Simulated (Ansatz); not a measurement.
## Nudged elastic band, with input and output: CH$_{4}$N$_{2}$SSi (part 2 of 2)

The same run, continued: CH$_{4}$N$_{2}$SSi; RKS CAM-B3LYP-D4/def2-SVP (Ansatz 0.2.0). The run did not end well. One setting was made poor on purpose. It belongs to a series of runs on one base structure; here: band between the two ends.

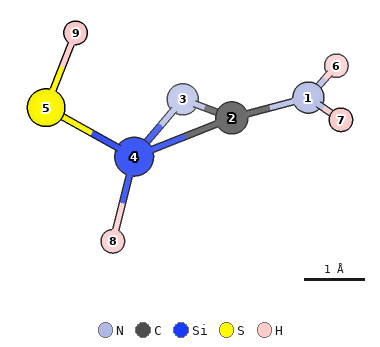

Fig. 1: The input geometry (ball-and-stick view, seen at a tilt; atoms are numbered from 1 in the order of the input).

The last band as extended XYZ, continued:
```
9
Properties=species:S:1:pos:R:3:forces:R:3 image=2 energy=-22782.73787
N    -1.2692    0.3834    1.5243   -0.0372  -0.2022   0.0980
C    -0.5594   -0.2311    0.5744    0.0093  -0.2788   0.0119
N     0.5280   -0.9440    0.6539   -0.1866   0.0195  -0.1178
Si    0.1092   -0.6476   -1.0221    1.4387   1.4484  -0.5894
S     1.4089    0.8446   -2.0309    0.0454   0.7911   0.6632
H    -0.9117    0.3678    2.4788   -0.1153  -0.0407  -0.1421
H    -2.0235    1.0088    1.2886   -0.0532   0.0794  -0.0145
H     0.4825   -1.2075   -2.3239   -1.4709  -2.0292   0.0803
H     2.3236    0.3793   -1.1602    0.3697   0.2124   0.0105
9
Properties=species:S:1:pos:R:3:forces:R:3 image=3 energy=-22782.11533
N    -1.2280    0.4252    1.5249   -0.1894   0.4739   0.3672
C    -0.5267   -0.2077    0.5993    0.0335  -0.1309   0.3693
N     0.5541   -0.9164    0.6876   -0.1697   0.0380  -0.0982
Si   -0.1976   -1.0294   -0.9278   -0.9026  -1.4555   0.0861
S     1.3723    0.6752   -2.1812    0.2465  -0.2137  -0.4663
H    -0.8972    0.3676    2.4772   -0.0088   0.2021   0.3175
H    -2.0393    0.9827    1.2984    0.0014  -0.0793   0.0347
H     0.8201   -0.7015   -2.3204    1.1638   1.2760  -0.3353
H     2.2307    0.3581   -1.1750   -0.1747  -0.1105  -0.2750
9
Properties=species:S:1:pos:R:3:forces:R:3 image=4 energy=-22783.04258
N    -1.2360    0.4482    1.6093   -0.0541   0.1298   0.0087
C    -0.7082   -0.3240    0.6636    0.1961  -0.1351   0.1469
N     0.4276   -0.9684    0.6496   -0.2300   0.0388   0.0001
Si   -0.4869   -1.2988   -0.8346   -0.1377  -0.2076  -0.0842
S     1.5210    0.7063   -2.3448    0.0426   0.0400  -0.0255
H    -0.7366    0.5895    2.4809    0.0466   0.0874   0.0341
H    -2.1000    0.9445    1.4463   -0.0446  -0.0269   0.0785
H     1.2700   -0.6078   -2.5171    0.1725   0.0400  -0.1807
H     2.1375    0.4643   -1.1702    0.0086   0.0336   0.0221
9
Properties=species:S:1:pos:R:3:forces:R:3 image=5 energy=-22783.17505
N    -1.1960    0.5197    1.6800    0.0047  -0.0126  -0.0699
C    -0.8311   -0.2868    0.6816    0.0006  -0.0165  -0.0076
N     0.2728   -0.9578    0.5190   -0.0127  -0.0039  -0.0103
Si   -0.7970   -1.2251   -0.8748   -0.0152  -0.0068   0.0217
S     1.5600    0.5956   -2.3346    0.0049  -0.0695  -0.0009
H    -0.5675    0.6722    2.4624    0.0063   0.0203   0.0279
H    -2.0891    0.9898    1.6632   -0.0123   0.0173   0.0501
H     1.8401   -0.6571   -2.7539    0.0273   0.0754   0.0052
H     1.8962    0.3033   -1.0598   -0.0036  -0.0036  -0.0160
9
Properties=species:S:1:pos:R:3:forces:R:3 image=6 energy=-22783.19241
N    -1.2163    0.5121    1.7720   -0.0013   0.0070  -0.0083
C    -0.9778   -0.1878    0.6649   -0.0492   0.0114   0.0120
N     0.1414   -0.7046    0.2348    0.0121  -0.0048  -0.0041
Si   -1.1352   -1.0197   -0.9453    0.0017  -0.0069  -0.0065
S     1.9782    0.4807   -2.3220    0.0036  -0.0127   0.0212
H    -0.4604    0.7092    2.4216    0.0080   0.0058   0.0007
H    -2.1379    0.8760    1.9701    0.0106  -0.0115   0.0144
H     2.1481   -0.7821   -2.7620    0.0100   0.0069   0.0025
H     1.7483    0.0700   -1.0512    0.0046   0.0047  -0.0318
9
Properties=species:S:1:pos:R:3:forces:R:3 image=7 energy=-22783.20443
N    -1.1871    0.4981    1.8062   -0.0007  -0.0002  -0.0019
C    -1.1268   -0.1297    0.6358   -0.0063   0.0020   0.0079
N    -0.0771   -0.5146   -0.0427   -0.0100   0.0014  -0.0029
Si   -1.5290   -0.9356   -0.9470    0.0035   0.0020   0.0027
S     2.3194    0.3921   -2.2346   -0.0004  -0.0006   0.0012
H    -0.3304    0.7440    2.2950   -0.0010   0.0004  -0.0044
H    -2.0737    0.7505    2.2201    0.0084  -0.0049  -0.0005
H     2.4764   -0.8890   -2.6217    0.0061  -0.0011   0.0020
H     1.6167    0.0379   -1.1282    0.0003   0.0011  -0.0042
9
Properties=species:S:1:pos:R:3:forces:R:3 image=8 energy=-22783.21211
N    -1.1078    0.4686    1.7897   -0.0028  -0.0349  -0.0726
C    -1.2399   -0.0988    0.5930    0.1529  -0.0105  -0.0954
N    -0.3199   -0.3574   -0.3070   -0.2478   0.0176   0.1264
Si   -1.8864   -0.8816   -0.9236    0.0861   0.0496   0.0922
S     2.5095    0.3369   -2.1015   -0.0676  -0.0347   0.0608
H    -0.1889    0.7684    2.1100   -0.0758  -0.0182  -0.0158
H    -1.9093    0.6177    2.3899    0.0782  -0.0103  -0.0448
H     2.7537   -0.9712   -2.3165    0.0019   0.0134   0.0020
H     1.4776    0.0713   -1.2509    0.0750   0.0281  -0.0528
```

The run was set up as follows.

Input file:
```yaml
crystal:
  periodic: [false, false, false]
  atoms:
    - { symbol: "N", position_ang: [-1.15916, 0.423099, 1.442316] }
    - { symbol: C, position_ang: [-0.418155, -0.166028, 0.494876] }
    - { symbol: "N", position_ang: [0.505764, -1.079685, 0.612041] }
    - { symbol: Si, position_ang: [0.330076, -0.596877, -1.06252] }
    - { symbol: S, position_ang: [1.820406, 0.531268, -2.078701] }
    - { symbol: H, position_ang: [-1.066605, 0.114116, 2.40517] }
    - { symbol: H, position_ang: [-1.89524, 1.070057, 1.202552] }
    - { symbol: H, position_ang: [-0.327107, -1.442165, -2.08034] }
    - { symbol: H, position_ang: [2.298421, 1.100013, -0.952393] }
basis:
  gaussian: { orbitals: def2-SVP }
hamiltonian:
  xc: cam_b3lyp
  dispersion: d4
neb:
  order_check: false
  images: 7
  f_tol: 0.05
  max_iterations: 10
  final_atoms:
    - { symbol: "N", position_ang: [-1.10780665, 0.46855409, 1.78969061] }
    - { symbol: C, position_ang: [-1.23994358, -0.09884244, 0.59304509] }
    - { symbol: "N", position_ang: [-0.31990959, -0.35741268, -0.30702868] }
    - { symbol: Si, position_ang: [-1.88640015, -0.88159154, -0.92364834] }
    - { symbol: S, position_ang: [2.50947662, 0.33694754, -2.10151692] }
    - { symbol: H, position_ang: [-0.18891565, 0.76838671, 2.10998291] }
    - { symbol: H, position_ang: [-1.90932658, 0.61768635, 2.38986925] }
    - { symbol: H, position_ang: [2.75367409, -0.97121705, -2.31648484] }
    - { symbol: H, position_ang: [1.47755149, 0.07128701, -1.25090808] }
  initial_path:
    images:
      - { positions_ang: [[-1.15916, 0.423099, 1.442316], [-0.418155, -0.166028, 0.494876], [0.505764, -1.079685, 0.612041], [0.330076, -0.596877, -1.06252], [1.820406, 0.531268, -2.078701], [-1.066605, 0.114116, 2.40517], [-1.89524, 1.070057, 1.202552], [-0.327107, -1.442165, -2.08034], [2.298421, 1.100013, -0.952393]] }
      - { positions_ang: [[-1.1901819, 0.37243777, 1.4663968], [-0.42825572, -0.2014097, 0.54276542], [0.54784118, -1.0054538, 0.64824345], [0.25596285, -0.64219966, -1.03273162], [1.67735681, 0.52989634, -2.05920069], [-1.03372028, 0.21724516, 2.40662074], [-1.90581555, 1.04409402, 1.18956327], [-0.12360242, -1.29355399, -2.19494615], [2.28881502, 0.93274187, -0.98371022]] }
      - { positions_ang: [[-1.2212038, 0.32177655, 1.4904776], [-0.43835643, -0.23679141, 0.59065483], [0.58991837, -0.9312226, 0.68444591], [0.1818497, -0.68752232, -1.00294323], [1.53430762, 0.52852467, -2.03970038], [-1.00083556, 0.32037431, 2.40807147], [-1.9163911, 1.01813103, 1.17657454], [0.07990216, -1.14494297, -2.3095523], [2.27920904, 0.76547073, -1.01502745]] }
      - { positions_ang: [[-1.2522257, 0.27111532, 1.5145584], [-0.44845715, -0.27217311, 0.63854425], [0.63199555, -0.85699141, 0.72064836], [0.10773655, -0.73284497, -0.97315485], [1.39125844, 0.52715301, -2.02020006], [-0.96795084, 0.42350347, 2.40952221], [-1.92696665, 0.99216805, 1.16358581], [0.28340673, -0.99633196, -2.42415845], [2.26960306, 0.5981996, -1.04634467]] }
      - { positions_ang: [[-1.2832476, 0.2204541, 1.53863921], [-0.45855786, -0.30755482, 0.68643366], [0.67407274, -0.78276021, 0.75685082], [0.0336234, -0.77816763, -0.94336646], [1.24820925, 0.52578135, -2.00069975], [-0.93506612, 0.52663262, 2.41097294], [-1.9375422, 0.96620507, 1.15059709], [0.48691131, -0.84772094, -2.5387646], [2.25999708, 0.43092847, -1.07766189]] }
      - { positions_ang: [[-1.23938736, 0.2824791, 1.60140206], [-0.65390429, -0.25537672, 0.66308652], [0.42557716, -0.67642333, 0.49088094], [-0.44638249, -0.80402361, -0.93843693], [1.56352609, 0.4785729, -2.02590404], [-0.7485285, 0.58707114, 2.33572544], [-1.93048829, 0.87907539, 1.46041513], [1.05360201, -0.87859497, -2.48319466], [2.06438568, 0.3410181, -1.12097344]] }
      - { positions_ang: [[-1.19552712, 0.34450409, 1.66416491], [-0.84925072, -0.20319863, 0.63973937], [0.17708157, -0.57008644, 0.22491107], [-0.92638837, -0.82987959, -0.9335074], [1.87884294, 0.43136445, -2.05110834], [-0.56199089, 0.64750966, 2.26047793], [-1.92343439, 0.79194571, 1.77023317], [1.6202927, -0.90946899, -2.42762472], [1.86877428, 0.25110774, -1.16428498]] }
      - { positions_ang: [[-1.15166689, 0.40652909, 1.72692776], [-1.04459715, -0.15102054, 0.61639223], [-0.07141401, -0.46374956, -0.04105881], [-1.40639426, -0.85573557, -0.92857787], [2.19415978, 0.38415599, -2.07631263], [-0.37545327, 0.70794819, 2.18523042], [-1.91638049, 0.70481603, 2.08005121], [2.1869834, -0.94034302, -2.37205478], [1.67316289, 0.16119738, -1.20759653]] }
      - { positions_ang: [[-1.10780665, 0.46855409, 1.78969061], [-1.23994358, -0.09884244, 0.59304509], [-0.31990959, -0.35741268, -0.30702868], [-1.88640015, -0.88159154, -0.92364834], [2.50947662, 0.33694754, -2.10151692], [-0.18891565, 0.76838671, 2.10998291], [-1.90932658, 0.61768635, 2.38986925], [2.75367409, -0.97121705, -2.31648484], [1.47755149, 0.07128701, -1.25090808]] }
```

Run as:
```bash
ansatz run input.yaml --threads 2 --pin off --max-ram 3072MiB --backend cpu --events-out ev --progress --plain --runs-dir out
```

Outcome:

```tsv
quantity	value
outcome	not converged
barrier, forward (band not converged)	2.239 eV
barrier, backward	1.097 eV
hardware	2 threads of INTEL XEON PLATINUM @ 2.30GHz (Emerald Rapids), 24 GiB of memory available, shared host
wall time	2 min (CPU time 3.8 min)
peak memory	0.27 GiB
```

Diagnosis:

The run did not converge: “NEB band did not converge after 10 iterations: max|band force component| = 1.38e0 eV/Å (threshold 5.0e-2); raise `neb.max_iterations` in a new run, which can start from the last band evaluated (`neb.initial_path`, with `crystal.atoms` and `neb.final_atoms` set to its first and last images), add images, or start from endpoints closer to local minima …” Its last values are not results. A deliberately poor setting: few iterations.
